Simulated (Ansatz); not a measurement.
```xyz
7

Hf   -0.4843    0.0000   -0.7720
Cl   -0.1588    0.0000    3.7330
Cl    1.7855    0.0000   -0.2357
Cl   -1.2003    1.9539   -1.8277
Cl   -1.2003   -1.9539   -1.8277
H    -1.3795    0.0000    0.8138
H    -1.0936    0.0000    2.8571
```

Core potentials replace the inner electrons of Hf.

Computed with RKS BHLYP/def2-SVP (Ansatz 0.2.0).

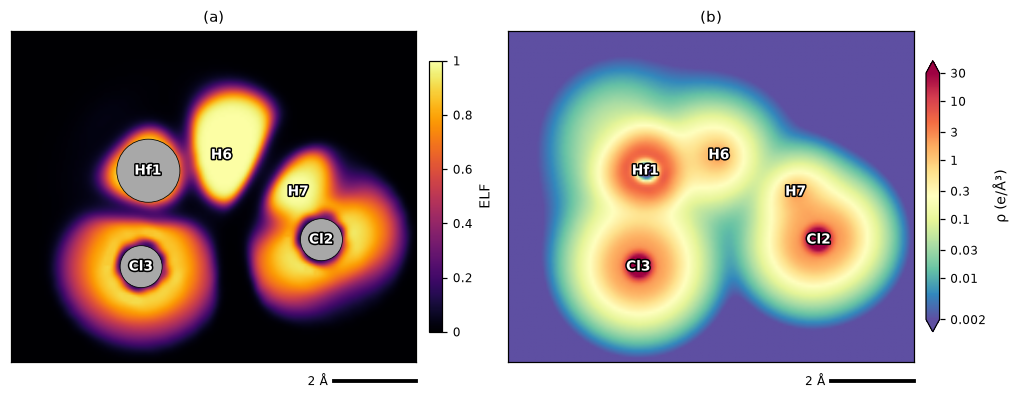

Cl3HHf···HCl. (a) ELF; (b) electron density on the plane of atoms Cl3, Hf1 and H6. Grey discs cover the atomic cores in the ELF map.

Interpret the plot.

Answer.
- Atoms in the plane: Hf, Cl and H.
- H6···H7 (2.06 Å): the density falls to about 0.07 e/Å³ on the way; the ELF dips to about 0.05 between them.
- Hf–Cl (2.33 Å): the density is about 0.59 e/Å³ at the midpoint; the ELF peaks at about 0.85 in the valence shell of Cl, 0.8 Å from its nucleus, and is about 0.35 at the midpoint.
- Cl–H (1.28 Å): ρ at the midpoint is about 1.9 e/Å³; the ELF climbs to about 1 towards the hydrogen, as it does in any bond to H.
- Hf–H (1.82 Å): ρ is about 1 e/Å³ halfway; the ELF climbs to about 1 towards the hydrogen.
- The ELF also peaks beside Cl2, away from the bonds: lone-pair regions.
